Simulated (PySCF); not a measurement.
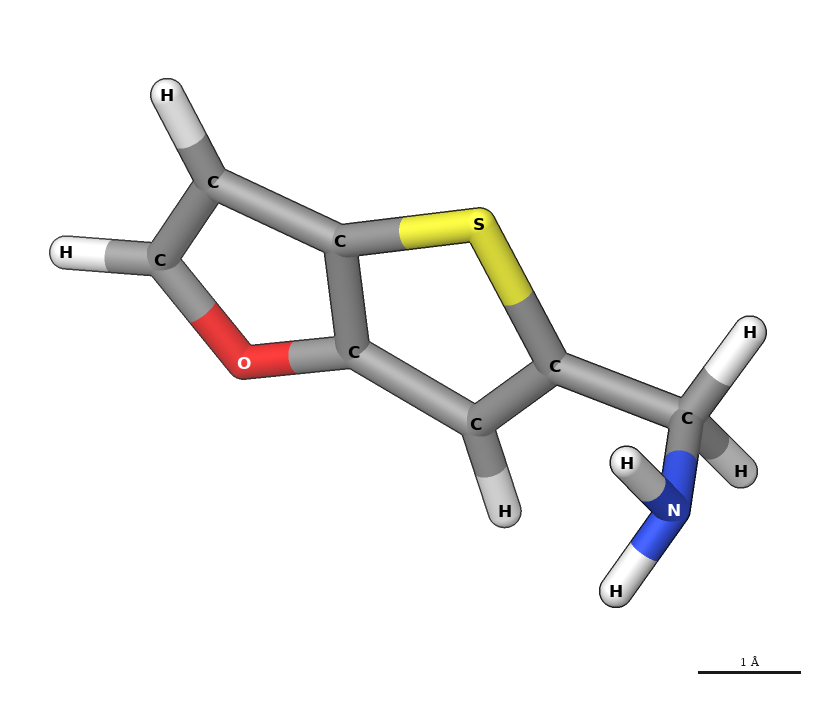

Stick drawing of a structure. Every bond is drawn as one stick, whatever its order.

Computed geometry: GFN2-xTB optimisation. No frequency run is at hand to confirm it as a minimum.

**Which formula does it have?**

C₇H₇NOS, 17 atoms: 7 carbon, 7 hydrogen, 1 nitrogen, 1 oxygen and 1 sulfur.

**Give the symmetry (Schoenflies symbol).**

C1.

**Give a SMILES string for it.**

NCc1cc2occc2s1

**Does it have rings?**

Independent rings (smallest set): 2 of 5 members, 2 of them aromatic.

The parts below concern this one geometry. Atoms keep their numbers from picture to picture.

Ring current

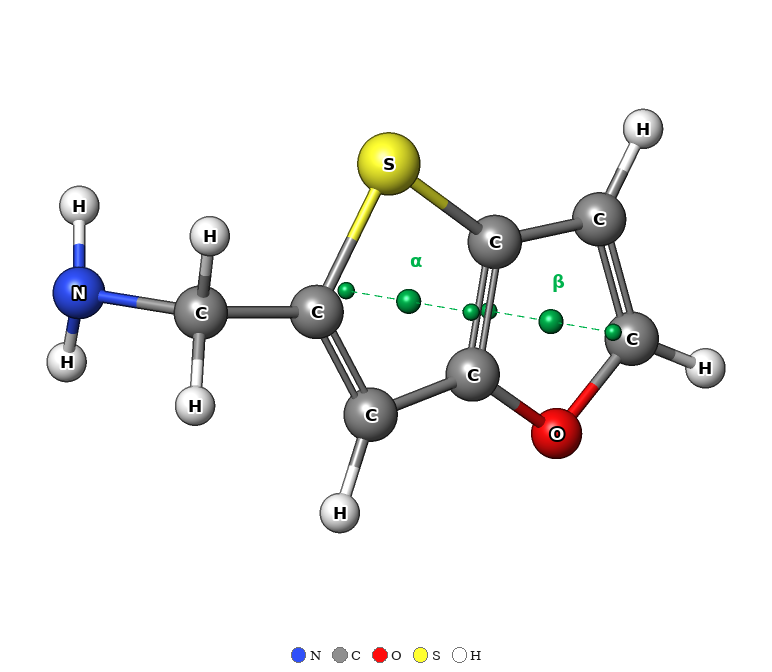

The small points mark where nucleus-independent chemical shifts (NICS) were computed: at the centre of each lettered ring and 1 Å above and below it. No frequency run is at hand to confirm it as a minimum. Level of theory: GIAO PBE0/pcSseg-1 NMR shielding, non-relativistic, gas phase (PySCF 2.14.0).

Give NICS(0), NICS(1) and the out-of-plane component NICS(1)zz for each ring (means of the two sides).

| ring | members | NICS(0) | NICS(1) | NICS(1)zz |
| --- | --- | --- | --- | --- |
| α | C4S | −11.9 | −9.8 | −21.2 |
| β | C4O | −11.3 | −9.7 | −23.9 |

Values in ppm.

**What do the values say about the ring currents?**

Ring α: diatropic, as in an aromatic ring. Ring β: diatropic, as in an aromatic ring. NICS is one index among several.

NMR shielding

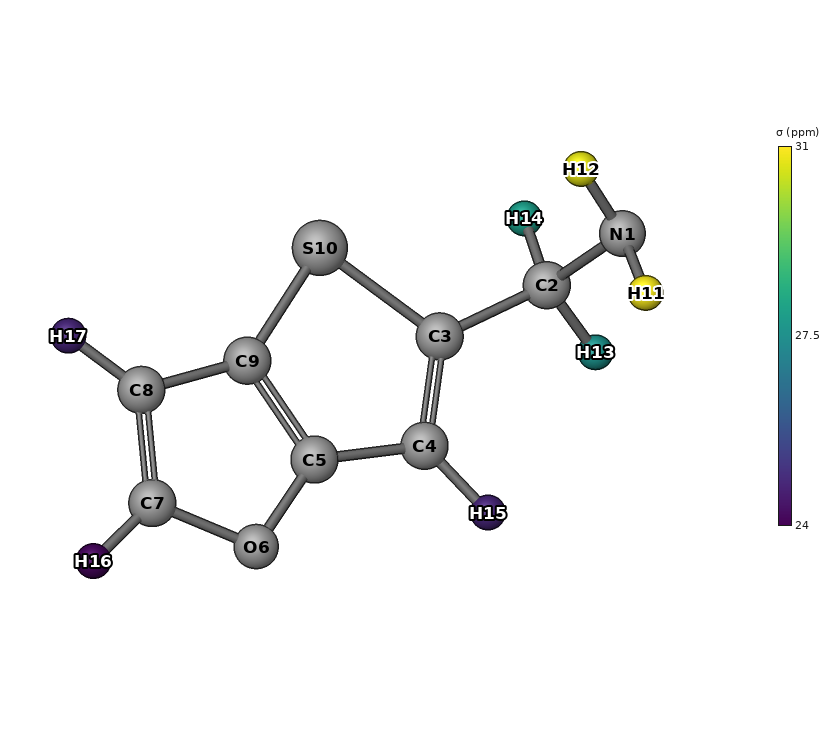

Atoms are coloured by their isotropic NMR shieldings (H only, the others grey). No frequency run is at hand to confirm it as a minimum. Properties computed with GIAO PBE0/pcSseg-1 NMR shielding, non-relativistic, gas phase (PySCF 2.14.0).

List the isotropic NMR shieldings of the H atoms.

```json
{"atom": "H11", "σ (ppm)": "30.88"}
{"atom": "H12", "σ (ppm)": "30.73"}
{"atom": "H13", "σ (ppm)": "27.58"}
{"atom": "H14", "σ (ppm)": "27.90"}
{"atom": "H15", "σ (ppm)": "24.77"}
{"atom": "H16", "σ (ppm)": "24.14"}
{"atom": "H17", "σ (ppm)": "24.79"}
```

Electronic properties

No frequency run is at hand to confirm it as a minimum. Method: PBE0/pcSseg-1, gas phase (PySCF 2.14.0).

**Give the HOMO energy (Kohn–Sham orbital) at this level.**

−6.07 eV.

**Estimate the dipole moment.**

1.21 D.

**Estimate the LUMO energy (Kohn–Sham orbital).**

−0.65 eV.
